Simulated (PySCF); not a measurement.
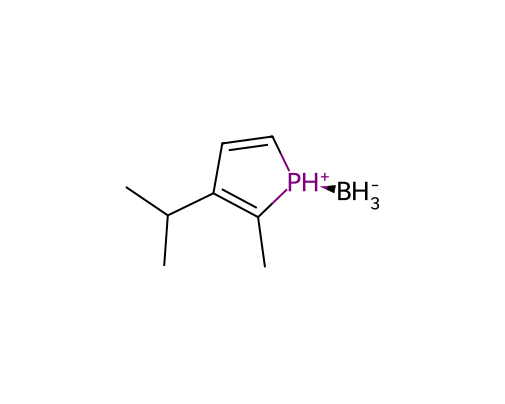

**Give its SMILES.**

[BH3-][P@@H+]1C=CC(C(C)C)=C1C

**Give the formula, hydrogens included.**

C8H16BP.

**An optimisation with PBE0-D3(BJ)/def2-SVP gave a structure of which point group?**

C1.

The parts below concern this one geometry. Atoms keep their numbers from picture to picture. The computed structure is the end point of a PBE0-D3(BJ)/def2-SVP optimisation. No frequency run is at hand to confirm it as a minimum.

### Charges

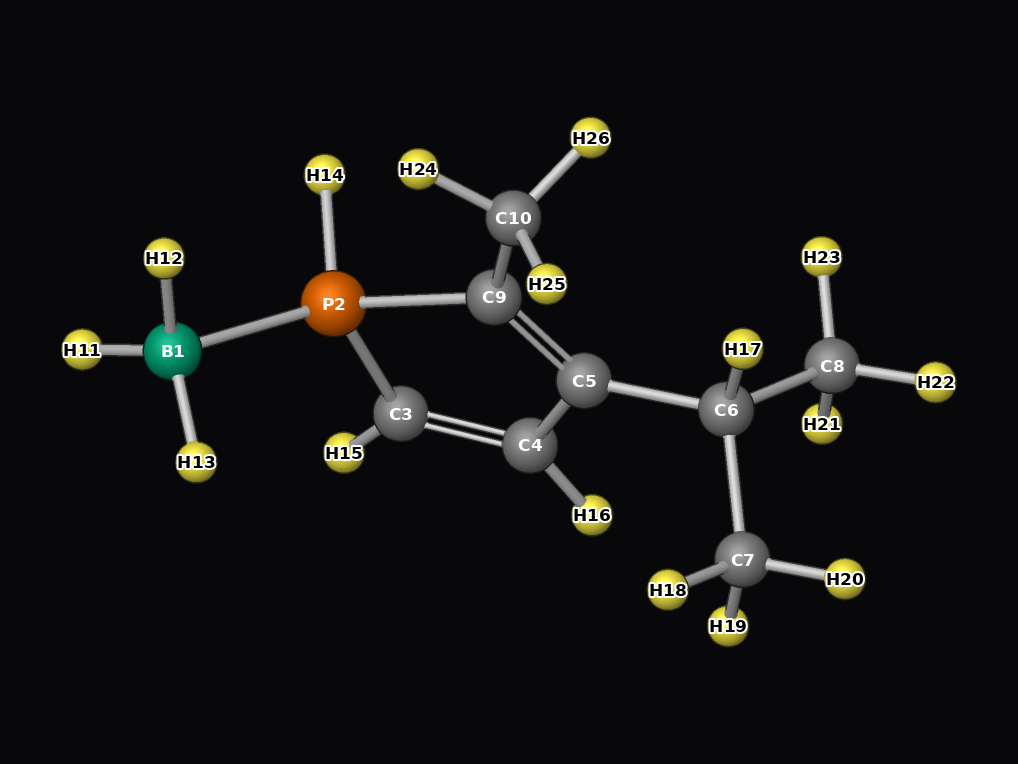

The questions are on Hirshfeld charges. No frequency run is at hand to confirm it as a minimum. Properties computed with PBE0/pcSseg-1, gas phase (PySCF 2.14.0).

**Which atom carries the highest charge (most positive or least negative)?**

P2 (0.33 e).

**And the lowest?**

B1 (−0.15 e).

Give the Hirshfeld charges atom by atom.

```tsv
atom	value (e)
B1	−0.15
P2	0.33
C3	−0.10
C4	−0.03
C5	0.01
C6	−0.02
C7	−0.11
C8	−0.11
C9	−0.04
C10	−0.11
H11	−0.08
H12	−0.08
H13	−0.08
H14	0.02
H15	0.06
H16	0.06
H17	0.04
H18	0.04
H19	0.04
H20	0.04
H21	0.04
H22	0.04
H23	0.04
H24	0.05
H25	0.05
H26	0.05
```

### Ring current

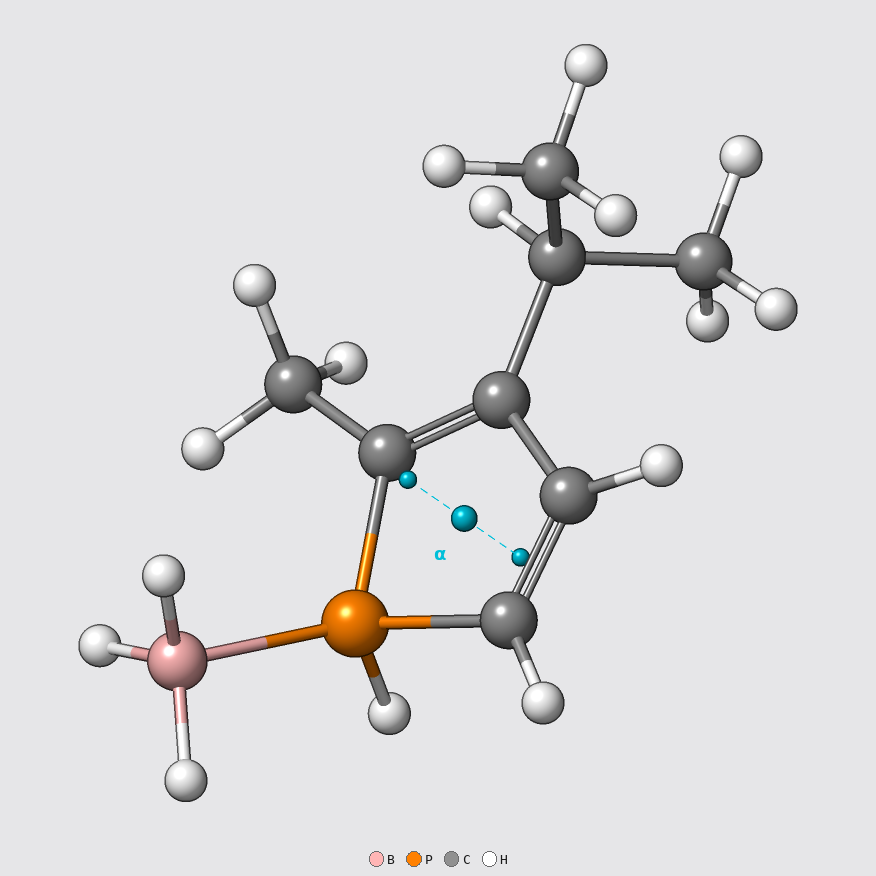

The small points mark where nucleus-independent chemical shifts (NICS) were computed: at the centre of each lettered ring and 1 Å above and below it. No frequency run is at hand to confirm it as a minimum. Properties computed with GIAO PBE0/pcSseg-1 NMR shielding, non-relativistic, gas phase (PySCF 2.14.0).

Give NICS(0), NICS(1) and the out-of-plane component NICS(1)zz for each ring (means of the two sides).

```
ring  members  NICS(0)  NICS(1)  NICS(1)zz
   α      C4P     −2.7     −4.5       −4.9
```

Values in ppm.

**What do the values say about the ring currents?**

Ring α: weak, as in a non-aromatic ring. NICS is one index among several.

### Electronic properties

No frequency run is at hand to confirm it as a minimum. Level of theory: PBE0/pcSseg-1, gas phase (PySCF 2.14.0).

What does the calculation give?

- dipole moment: 5.41 D
- HOMO energy (Kohn–Sham orbital): −7.01 eV
- LUMO energy (Kohn–Sham orbital): −1.84 eV
- HOMO–LUMO gap: 5.17 eV
